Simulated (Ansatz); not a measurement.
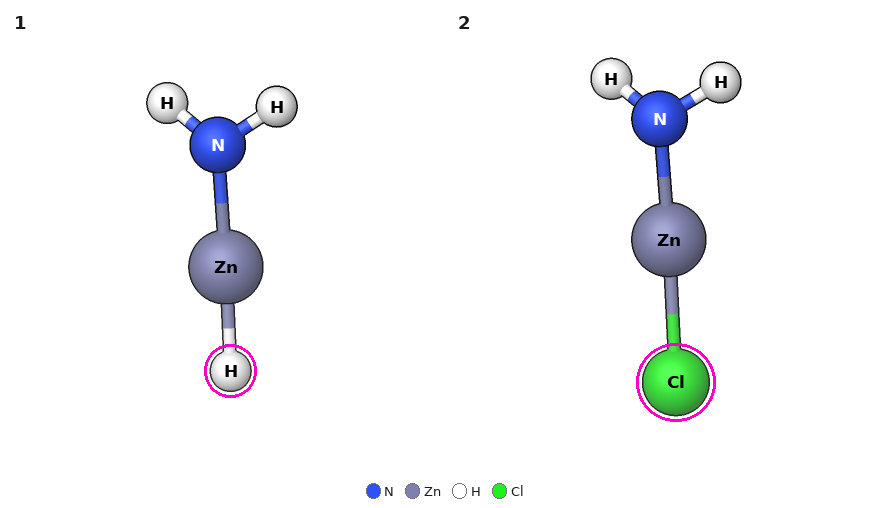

2 molecules with one skeleton, seen from the same side and at one scale; the atom that differs is circled. Charge 0, singlet. Computed geometries: PBE0-D4/def2-TZVP optimisations, one conformation each. Properties computed with Ansatz 0.2.0.

One atom differs, called X below: H in panel 1, Cl in panel 2. Their formulas are H3NZn (`[NH2][ZnH]`), ClH2NZn (`[NH2][Zn][Cl]`).

In which is the dipole moment larger (ωB97M-V/def2-TZVPP)?

Answer. In panel 2 (X = Cl).

In which is the length of X–Zn larger (PBE0-D4/def2-TZVP)?

Answer. In panel 2 (X = Cl).

Give the values. With PBE0-D4/def2-TZVP: length of X–Zn (Å), angle N–Zn–X (°). With PBE0-D4/def2-QZVPP: HOMO energy (Kohn–Sham orbital) (eV), HOMO–LUMO gap (eV). With ωB97M-V/def2-TZVPP: dipole moment (D).

| quantity | 1 (H) | 2 (Cl) | 2 − 1 |
| --- | --- | --- | --- |
| length of X–Zn (Å) | 1.523 | 2.093 | +0.570 |
| angle N–Zn–X (°) | 176.2 | 175.4 | −0.8 |
| HOMO energy (Kohn–Sham orbital) (eV) | −6.82 | −7.44 | −0.62 |
| HOMO–LUMO gap (eV) | 6.46 | 6.42 | −0.04 |
| dipole moment (D) | 0.92 | 2.30 | +1.38 |
